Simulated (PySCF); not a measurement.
Consider C4H11BClN3.

```xyz
20

C     2.9415    0.0919    0.4166
C     1.7681   -0.7302   -0.1022
C     0.4820    0.0894   -0.0888
N    -0.6798   -0.6804   -0.5483
B    -2.1265    0.1436   -0.4761
N    -2.3738    0.4680    0.9237
Cl   -3.2663   -1.1789   -1.2480
C    -2.0136    1.3551   -1.4362
N    -1.9474    2.2483   -2.1532
H     3.8552   -0.4954    0.3958
H     2.7596    0.4104    1.4400
H     3.0868    0.9767   -0.1978
H     1.6452   -1.6177    0.5237
H     1.9809   -1.0638   -1.1208
H     0.5814    0.9653   -0.7336
H     0.2581    0.4385    0.9213
H    -0.5579   -0.9985   -1.5091
H    -0.8080   -1.5093    0.0307
H    -2.7759   -0.2512    1.5038
H    -2.8147    1.3488    1.1299
```

Geometry: GFN2-xTB.

All numbers below come from PySCF, PBE0/pcSseg-1, SCF density, gas phase, non-relativistic.

### What can the converged electron density and electron localisation function tell about the bonding?

C–C (1.52 Å): ρ is about 1.6 e/Å³ halfway; the ELF peaks at about 0.95 between the atoms: localised, covalent bonding.
B–Cl (1.91 Å): the density is about 1 e/Å³ at the midpoint, with its minimum of 0.76 e/Å³ about 0.6 Å from B; the ELF peaks at about 0.90 between the atoms; a polar covalent bond.

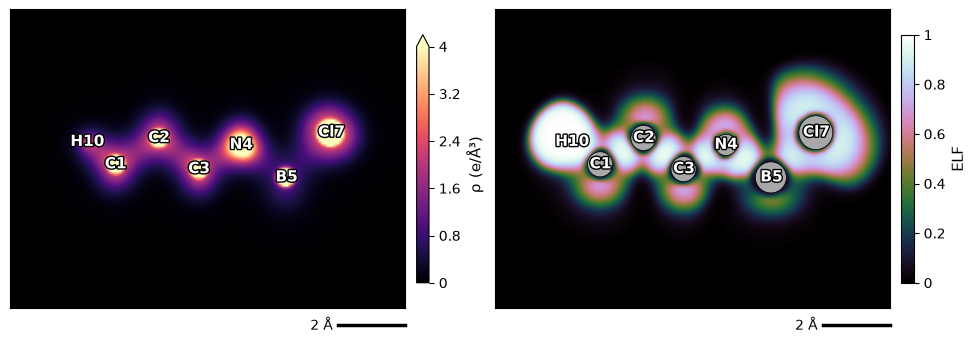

Computed electron density and electron localisation function on the plane of atoms C2, C1 and H10, in this order. Grey discs cover the atomic cores in the ELF map. 
